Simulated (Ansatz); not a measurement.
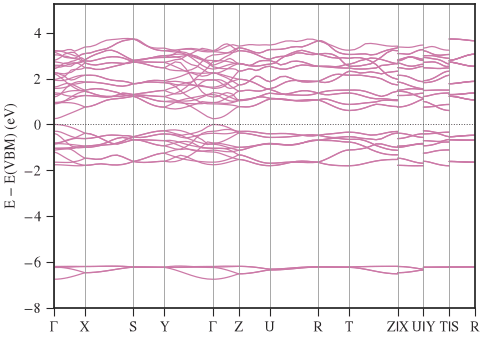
Figure. Band structure from DFT-r²SCAN in the program Ansatz with PAW potentials

**Question.** Read off the gap and where the band edges lie.

**Answer.** About 0.3 eV (0.25 eV by a search for the band edges); maximum at Γ, minimum at Γ.

The material is Ba₂Sn in space group Pnma (No. 62; Ba on 4c, Ba on 4c, Sn on 4c).

The first step of the workflow began from a Materials Project structure, measured or hypothetical; the Crystallography Open Database copy checked does not list it. Whether it is the stable phase at ambient conditions was not checked. Symmetry was held in the r²SCAN relaxation; its stability against distortions is not shown here. Spin–orbit coupling is left out wherever it is not named.

Potentials: the later of the program's two PAW sets.
